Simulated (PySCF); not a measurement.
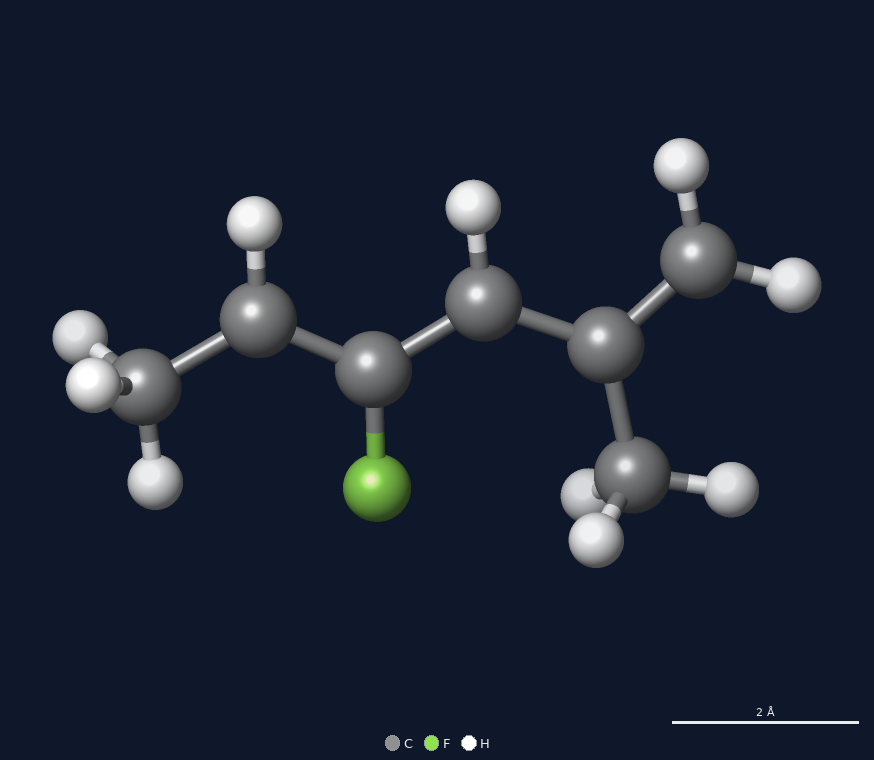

A ball-and-stick model of a molecule.

Charge +1, singlet. The geometry was computed by an optimisation with GFN2-xTB. No frequency run is at hand to confirm it as a minimum.

Count the atoms of each element.

Answer. C7H10F(+), 18 atoms: 7 carbon, 10 hydrogen and 1 fluorine.

Name some functional groups or characteristic bonds that it holds.

Answer. Among them: alkene, C–F bond.

What is its SMILES?

Answer. C=C(C)/C=C(\F)[CH+]C

More results for the same structure follow; atom numbers are the same in all pictures, views and colours differ.

Shape

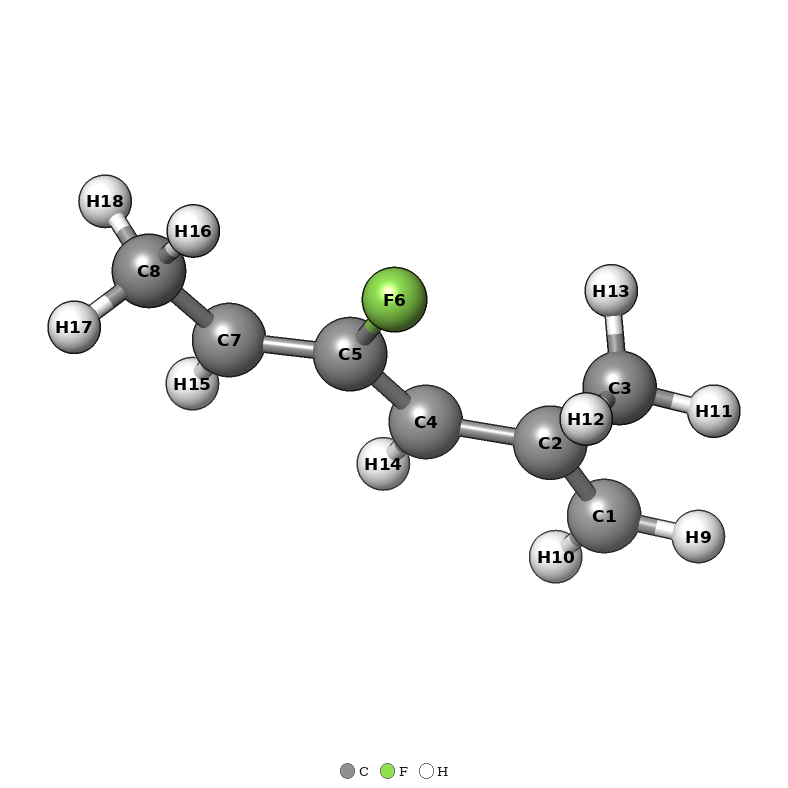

The atoms are numbered. No frequency run is at hand to confirm it as a minimum.

What is the geometry at C7?

Answer. C7 has 3 neighbours (C5 at 1.38, C8 at 1.45, H15 at 1.08 Å); the arrangement is trigonal planar.

What is the geometry at C5?

Answer. C5 has 3 neighbours (C4 at 1.39, F6 at 1.33, C7 at 1.38 Å); the arrangement is trigonal planar.

What is the geometry at C4?

Answer. C4 has 3 neighbours (C2 at 1.42, C5 at 1.39, H14 at 1.08 Å); the arrangement is trigonal planar.

How are the neighbours of atom 8 arranged?

Answer. C8 has 4 neighbours (C7 at 1.45, H16 at 1.09, H17 at 1.10, H18 at 1.10 Å); the arrangement is tetrahedral.

Which bond is the longest?

Answer. C2–C3, 1.490 Å.

What is the dihedral angle C3–C2–C4–C5?

Answer. 2° in size, that is syn (eclipsed).

NMR shielding

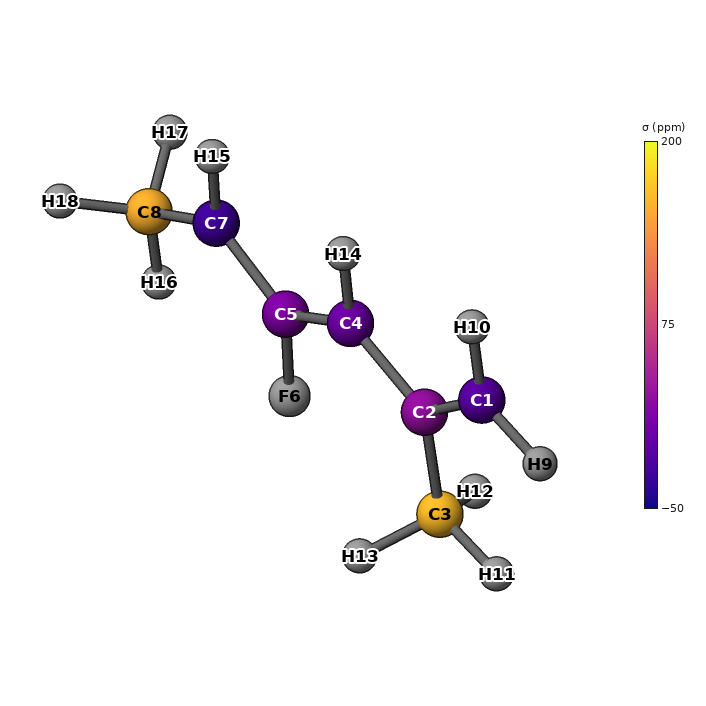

Atoms are coloured by their isotropic NMR shieldings (C only, the others grey). No frequency run is at hand to confirm it as a minimum. Properties computed with GIAO PBE0/pcSseg-1 NMR shielding, non-relativistic, gas phase (PySCF 2.14.0).

Give the isotropic NMR shieldings of the C atoms atom by atom.

```json
{"atom": "C1", "σ (ppm)": "−9.4"}
{"atom": "C2", "σ (ppm)": "29.1"}
{"atom": "C3", "σ (ppm)": "164.5"}
{"atom": "C4", "σ (ppm)": "2.9"}
{"atom": "C5", "σ (ppm)": "16.2"}
{"atom": "C7", "σ (ppm)": "−23.9"}
{"atom": "C8", "σ (ppm)": "157.6"}
```

Electronic properties

No frequency run is at hand to confirm it as a minimum. Properties computed with PBE0/def2-SVPD, gas phase (PySCF 2.14.0). Excitations: vertical, linear response.

What is the HOMO–LUMO gap?

Answer. 3.68 eV.

Estimate the mean static polarisability.

Answer. 104.0 bohr³.

Estimate the lowest vertical singlet excitation.

Answer. 3.74 eV.

Estimate the HOMO energy (Kohn–Sham orbital).

Answer. −12.34 eV.

Charges

The questions are on Hirshfeld charges. No frequency run is at hand to confirm it as a minimum. Level of theory: PBE0/pcSseg-1, gas phase (PySCF 2.14.0).

List the Hirshfeld charges.

```
atom  value (e)
  C1       0.05
  C2       0.04
  C3      −0.11
  C4       0.07
  C5       0.12
  F6      −0.01
  C7       0.09
  C8      −0.08
  H9       0.10
 H10       0.09
 H11       0.07
 H12       0.06
 H13       0.06
 H14       0.09
 H15       0.10
 H16       0.07
 H17       0.10
 H18       0.10
```
